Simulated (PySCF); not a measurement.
## Electronic structure of C₂H₈F₃NSi₂ (SMILES FC(F)(F)CN([SiH3])[SiH3]) in real space

Input file:

```
{"job": {"kind": "nmr", "xc": "PBE0", "basis": "pcSseg-1", "pop": false}, "charge": 0, "multiplicity": 1}
F     -1.870900    -1.426700     1.374900
C     -2.259500    -0.416700     0.625200
F     -3.504400    -0.549300     0.272200
F     -2.199800     0.786400     1.369100
C     -1.424500    -0.332500    -0.636700
N     -0.055000    -0.032100    -0.314300
Si     0.586500     1.625000    -0.472600
Si     0.963900    -1.411900     0.202100
H     -1.402100    -1.301900    -1.028900
H     -1.967500     0.415100    -1.257100
H      0.313800     2.541800     0.639500
H     -0.042700     2.117200    -1.660700
H      2.037500     1.660000    -0.542000
H      0.221500    -2.604900     0.329900
H      1.647500    -1.076200     1.410700
H      1.834500    -1.609100    -1.028800
```

Command:

```sh
OMP_NUM_THREADS=1 python probes_run.py task.json out
```

Geometry: GFN2-xTB, MD frame at 250 fs, 400 K.

Method: PySCF 2.14.0, PBE0/pcSseg-1, SCF density, gas phase, non-relativistic.

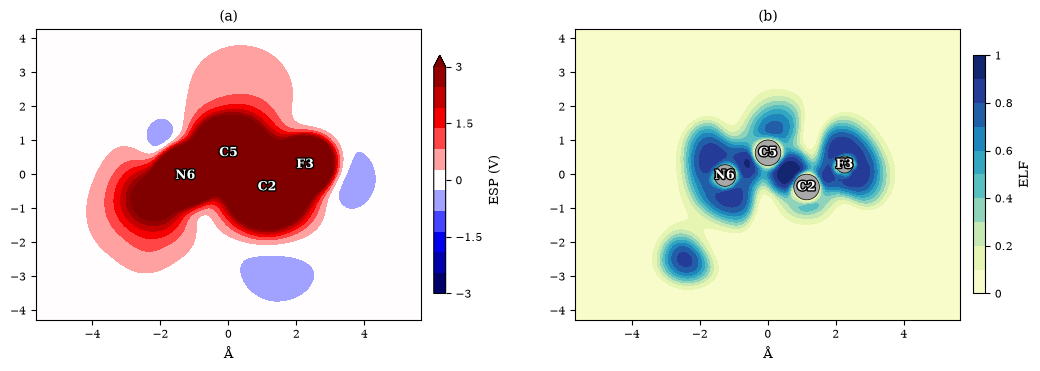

Figure 1. (a) electrostatic potential; (b) electron localisation function on the plane of atoms F3, C2 and C5. Grey discs cover the atomic cores in the ELF map.

What does the map show?

- The section cuts through C, F and N sites.
- C–F (1.30 Å): the ELF peaks at about 0.85 between the atoms, as expected for a shared but strongly polarised pair.
- C–N (1.44 Å): the ELF peaks at about 0.90 between the atoms, as expected for localised, covalent bonding.
- C–C (1.52 Å): the ELF peaks at about 1 between the atoms (a covalent bond).
- The ELF also peaks beside F3 and N6, away from the bonds: lone-pair regions.
- Outside the dense part of the molecule the potential is most negative (−0.6 V) near N6.

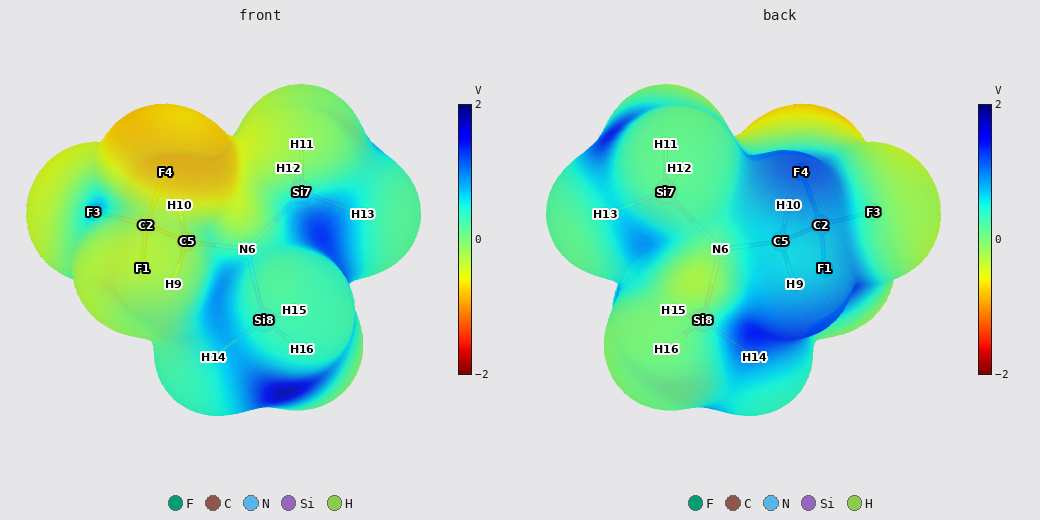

Figure 2. The molecular electrostatic potential painted on the density surface at 0.002 e/bohr³, seen from the front and from behind; the colour scale runs from red (negative) to blue (positive).

Describe the electrostatic potential map.

The most negative region (about −0.8 V, or −18 kcal/mol for a unit charge) lies over F4, the most positive (about +1.5 V, or +35 kcal/mol for a unit charge) over Si8.

What dipole moment does the calculation give?

Its dipole moment is 1.63 D.
